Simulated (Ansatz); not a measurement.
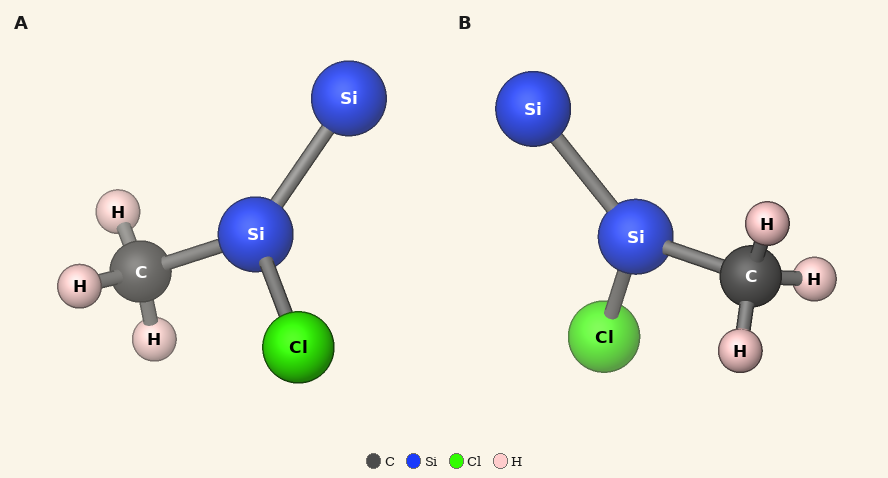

Distant atoms are faded towards the background colour. Computed geometry: PBE0-D4/def2-TZVP optimisation. No frequency run is at hand to confirm it as a minimum.

Q: How are A and B related: the same structure turned, mirror images, conformers, diastereomers or constitutional isomers?

A: They are the same structure, CH3ClSi2, seen from two directions. With point group Cs it is achiral, so its mirror image would be the same too.
